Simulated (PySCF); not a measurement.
## A study: C3H5ClO, SMILES `C=C(Cl)CO`

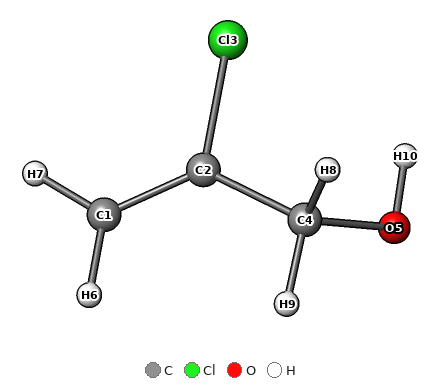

The molecule, with its atoms numbered as below. No frequency check shows the geometry to be a minimum.

Geometry (Å), atoms numbered from 1:

```
C1      -0.8244   -1.6953   -0.2054
C2      -0.2176   -0.5567    0.0713
Cl3     -1.0969    0.9452    0.0409
C4       1.2320   -0.3810    0.4354
O5       1.9033    0.5181   -0.4050
H6      -0.2783   -2.6214   -0.1937
H7      -1.8712   -1.7449   -0.4480
H8       1.2924   -0.0464    1.4846
H9       1.7523   -1.3365    0.3418
H10      1.3860    1.3336   -0.4482
```

Part 1: Bonding charge

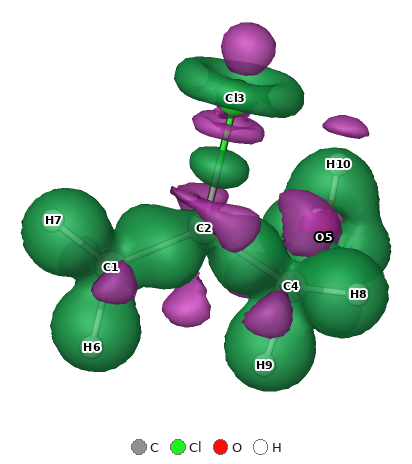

Deformation density (molecule less spherical, spin-averaged free atoms at the same positions), surfaces at ±0.09 e/Å³; green: gain, purple: loss.

Level of theory: ωB97X/def2-TZVP (PySCF), at a geometry from GFN2-xTB.

How much density has each bond gained at its critical point, relative to the free atoms?

Answer. O5–H10: +0.85 e/Å³ at the bond critical point (bond length 0.97 Å, Mayer order 0.9). C4–H9: +0.80 e/Å³ at the bond critical point (bond length 1.09 Å, Mayer order 1.0). C1–C2: +0.80 e/Å³ at the bond critical point (bond length 1.32 Å, Mayer order 1.9). C1–H7: +0.79 e/Å³ at the bond critical point (bond length 1.08 Å, Mayer order 1.0). C1–H6: +0.78 e/Å³ at the bond critical point (bond length 1.07 Å, Mayer order 1.0). C4–H8: +0.78 e/Å³ at the bond critical point (bond length 1.10 Å, Mayer order 0.9). C2–C4: +0.58 e/Å³ at the bond critical point (bond length 1.50 Å, Mayer order 0.9). C2–Cl3: +0.23 e/Å³ at the bond critical point (bond length 1.74 Å, Mayer order 1.1). C4–O5: +0.19 e/Å³ at the bond critical point (bond length 1.40 Å, Mayer order 1.0). In all, 2.4 electrons gather in the regions of gain relative to the promolecule.

Part 2: Local ionisation energy

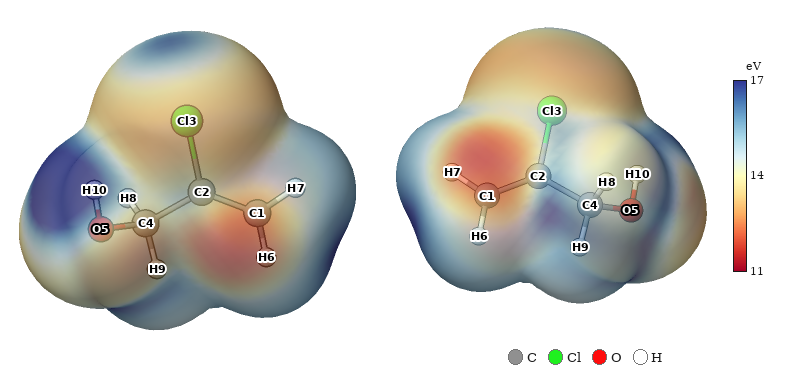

Average local ionisation energy on the surface of electron density 0.001 a.u. (back view left, front view right).

Locate the minima of the map.

Answer. The lowest value is 11.7 eV, over C1, off the plane of its three bonds (2.1 Å). Further minima include 11.7 eV, over C1, off the plane of its three bonds (2.0 Å); 12.6 eV, off the O5–H10 bond (1.9 to 2.1 Å from its atoms); 12.7 eV, 1.9 Å from O5. For comparison, the highest occupied orbital lies at −10.0 eV.

Part 3: Removing or adding an electron

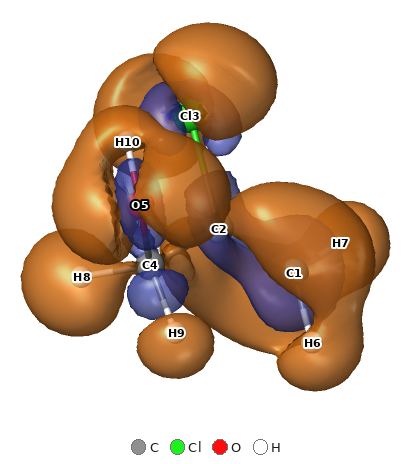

Fukui function f⁻ = ρ(N) − ρ(N−1) at fixed geometry, surfaces at ±0.015 e/Å³ (orange positive, blue negative).

Method: PBE/def2-SVPD; geometry: GFN2-xTB; program: PySCF.

On which atoms does the density change most on removal of an electron?

Answer. f⁻ (Hirshfeld-condensed) is largest on Cl3 (0.25), C1 (0.17) and O5 (0.16); the vertical ionisation energy is 9.55 eV (the stability of the cation's solution wasn't checked). Condensed values hint at sites of electrophilic attack but needn't mark the atom that reacts. Orbital relaxation makes it negative in places (0.15 e in all).

| atom | f⁻ | charge |
| --- | --- | --- |
| C1 | +0.17 | −0.09 |
| C2 | +0.08 | +0.03 |
| Cl3 | +0.25 | −0.04 |
| C4 | +0.05 | +0.01 |
| O5 | +0.16 | −0.22 |
| H6 | +0.06 | +0.05 |
| H7 | +0.06 | +0.05 |
| H8 | +0.08 | +0.03 |
| H9 | +0.04 | +0.05 |
| H10 | +0.05 | +0.13 |
